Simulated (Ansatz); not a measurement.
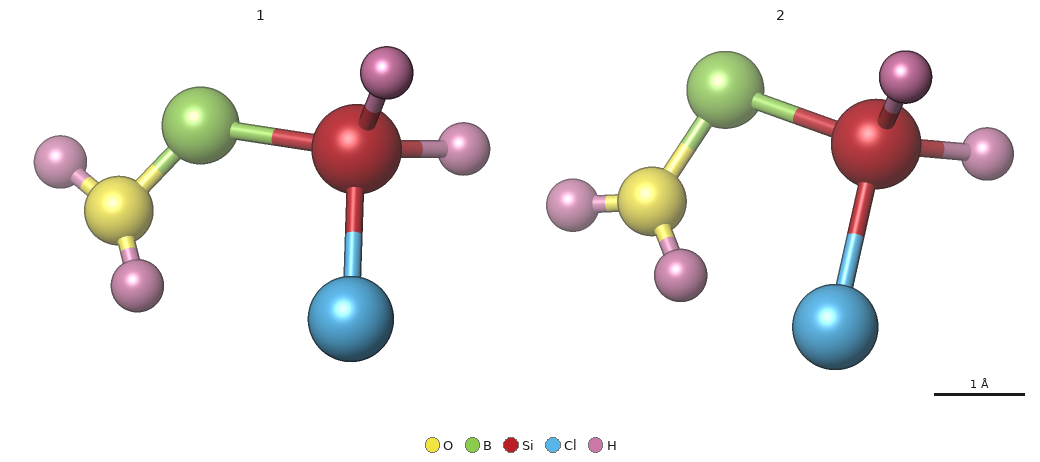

Two geometries of BSiH$_{4}$OCl, drawn at one scale. One is the start of a relaxation, the other its converged end. Style: ball-and-stick. Shown at a tilt.

These are results of RKS B3LYP-D4/def2-SVP in Ansatz 0.2.0, not measurements. (no spin polarisation; force threshold 0.02 eV/Å; at most 50 steps)

> Which of the two is the end point?

Structure 2 is the relaxed one. The run prepares an end point of a later path (hydrogen shift) calculation, from a guessed geometry. After 8 geometry steps the energy has fallen by 29.4 kcal/mol. The largest force component goes from 5 to 0.0093 eV/Å. An H atom moves most after the best rigid fit: 0.52 Å. By element the largest moves are H 0.52 Å, Cl 0.44 Å, B 0.44 Å, O 0.18 Å, Si 0.07 Å. Near-neighbour distances that change, for instance: B–O 1.325 → 1.508 Å, Cl–Si 2.061 → 2.205 Å, B–Si 1.979 → 2.064 Å, H–O 0.963 → 1.018 Å. Bond angles that change, for instance: H–O–H 147.7° → 116.5°, B–O–H 94.5° → 119.8°, O–B–Si 122.0° → 98.8°.
